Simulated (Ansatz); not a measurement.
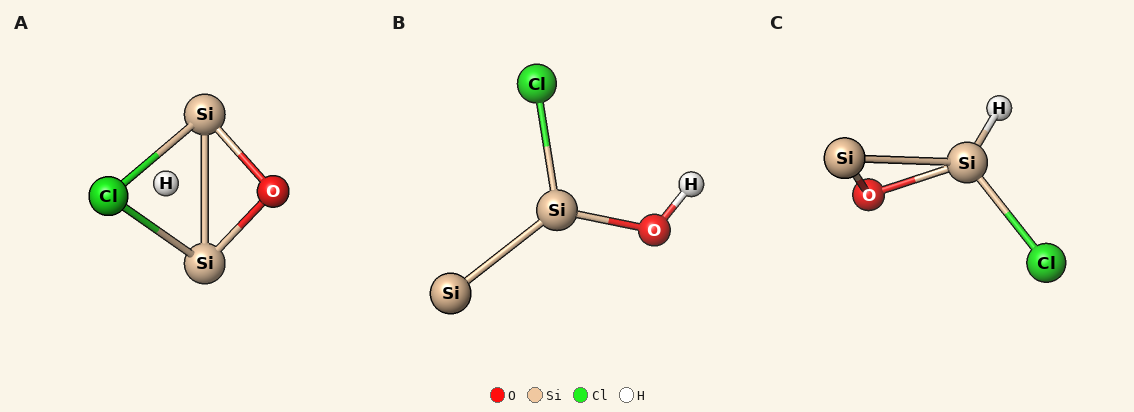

3 stationary structures of one formula. Geometries: PBE0-D4/def2-TZVP. Electronic energies: RHF-CCSD(T) (frozen core)/def2-TZVPP (Ansatz 0.2.0), without zero-point energy. No frequency run is at hand to confirm each as a minimum.

Rank them by energy, lowest first.

A is lowest (Cs); C lies 0.033 eV above it (C1), B lies 1.653 eV above it (Cs).
